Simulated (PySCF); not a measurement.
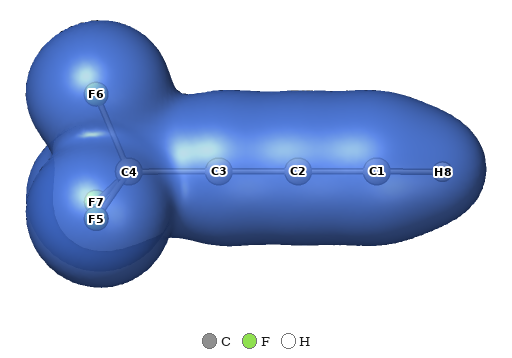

Figure 1: C4HF3 (triplet). Isosurface of the total electron density at 0.1 e/Å³ (blue), seen from one side.

Geometry: GFN2-xTB; ⟨S²⟩ = 2.05, above the pure value of 2.00.

Theory: PySCF, UKS B3LYP, pcH-1 on C F H, non-relativistic, mean-field spin-orbit, GIAO.

```xyz
8

C     2.2116    0.5603   -0.9846
C     1.1072    0.2819   -0.4549
C    -0.0059   -0.0007    0.0809
C    -1.2664   -0.3205    0.6904
F    -2.0778    0.7526    0.8020
F    -1.9620   -1.2435   -0.0071
F    -1.1308   -0.8186    1.9379
H     3.1331    0.7980   -1.4248
```

How is the density connected at this value?

At this value the surface is in one piece. It bridges the sampled C–C (1.26 Å), C–F (1.35 Å), C–H (1.05 Å) and C–C (1.44 Å) contacts, where the density stays above the isovalue. On the grid the lowest density along these lines, outside the cores, is 2.5 e/Å³ (C–C, 1.26 Å), 1.9 e/Å³ (C–F, 1.35 Å), 2 e/Å³ (C–H, 1.05 Å) and 1.9 e/Å³ (C–C, 1.44 Å).
